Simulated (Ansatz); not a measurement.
# Calculations on NH$_{4}$

### A change

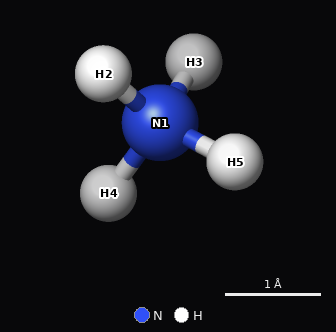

Reference structure: NH4 (charge +1). Style: ball-and-stick. Shown at a tilt.

Theory: RKS r2SCAN-D4/def2-TZVPP in Ansatz 0.2.0. 

Change: All atoms are moved at random (σ = 0.09 Å) from the PBE0-D4/def2-TZVP minimum.

### What does the calculation give for the changed structure?

It costs 0.923 eV. The largest force is 7.8 eV/Å, on N1. The forces mostly point back along the displacements (cosine −0.83). At other levels of theory the same distortion costs 0.850 eV (RKS PBE-D4/def2-TZVPP), 0.939 eV (RKS PBE0-D4/def2-TZVPP), 0.935 eV (RKS wB97M-V/def2-TZVPP), 0.931 eV (RHF-CCSD(T), frozen core/def2-TZVPP). Among the bonded contacts that change: N1–H2 1.024 → 1.243 Å, N1–H5 1.024 → 0.958 Å, N1–H3 1.024 → 1.062 Å, N1–H4 1.024 → 1.041 Å. Among the angles between lasting bonds that change: H2–N1–H3 109.5° → 96.1°, H4–N1–H5 109.5° → 116.8°.

Drawn alike, the variant:

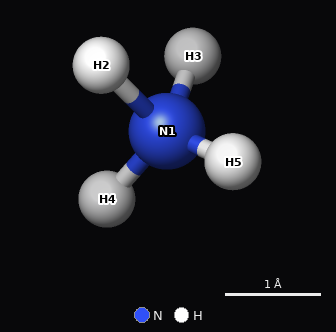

### A change

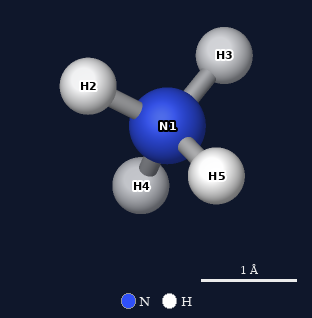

The starting point is NH$_{4}$ (charge +1). Style: ball-and-stick. Shown at a tilt.

Computed with Ansatz, RKS wB97M-V/def2-TZVPP. 

Now this is done to it. All atoms are moved at random (σ = 0.02 Å) from the PBE0-D4/def2-TZVP minimum.

> What is the effect?

Energy change: +3.40 kJ/mol. The largest force is 2 eV/Å, on N1. At other levels of theory the same distortion costs 2.56 kJ/mol (RKS PBE-D4/def2-TZVPP), 3.36 kJ/mol (RKS r2SCAN-D4/def2-TZVPP), 3.41 kJ/mol (RKS PBE0-D4/def2-TZVPP), 3.43 kJ/mol (RHF-CCSD(T), frozen core/def2-TZVPP). Near-neighbour distances before and after: N1–H4 1.024 → 1.002 Å, N1–H2 1.024 → 1.044 Å, N1–H5 1.024 → 1.036 Å, N1–H3 1.024 → 1.035 Å. Bond angles that change, for instance: H4–N1–H5 109.5° → 112.9°, H3–N1–H5 109.5° → 107.1°.

### Distortion

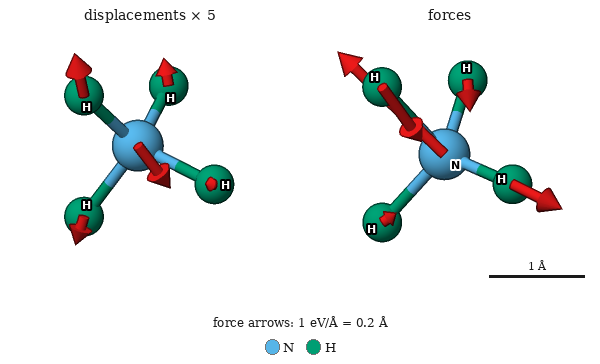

Left: NH4 (charge +1), with red arrows for the displacements applied to it. Right: the displaced structure with the computed forces. A ball-and-stick model, seen face on.

Level of theory: RKS r2SCAN-D4/def2-TZVPP (Ansatz 0.2.0). 

Question: Where do the forces point?

Answer: All atoms are moved at random (σ = 0.09 Å) from the PBE0-D4/def2-TZVP minimum. Energy change: +89.1 kJ/mol. The largest force is 7.8 eV/Å, on the N atom. The forces mostly point back along the displacements (cosine −0.83). At other levels of theory the same distortion costs 82.0 kJ/mol (RKS PBE-D4/def2-TZVPP), 90.6 kJ/mol (RKS PBE0-D4/def2-TZVPP), 90.2 kJ/mol (RKS wB97M-V/def2-TZVPP), 89.8 kJ/mol (RHF-CCSD(T), frozen core/def2-TZVPP). Among the bonded contacts that change: H–N 1.024 → 0.958 to 1.243 Å. Among the angles between lasting bonds that change: H–N–H 109.5° → 96.1°, H–N–H 109.5° → 116.8°.
